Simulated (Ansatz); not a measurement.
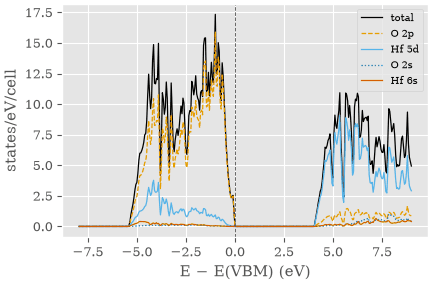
Figure: Total and projected density of states of HfO2 in space group P2_1/c (No. 14; Hf on 4e, O on 4e, O on 4e), plane-wave PAW PBE (Ansatz code)

### Question
Which orbitals carry the states next to the gap?

### Answer
Top 1 eV of the valence band: O 2p 93 %. Bottom 1 eV of the conduction band: Hf 5d 83 %, O 2p 12 %. Projections are on Löwdin-orthogonalised atomic valence shells; empty p or d shells of many metals are not among them.

### Question
Where is the tallest occupied peak in this window, and what makes it?

### Answer
Near -1.0 eV, about 17 states/eV per cell; the largest projected share is O 2p.

The PBE relaxation kept the symmetry of its start. No spin polarisation was allowed. Spin–orbit coupling is left out wherever it is not named.

Potentials: the later of the program's two PAW sets.
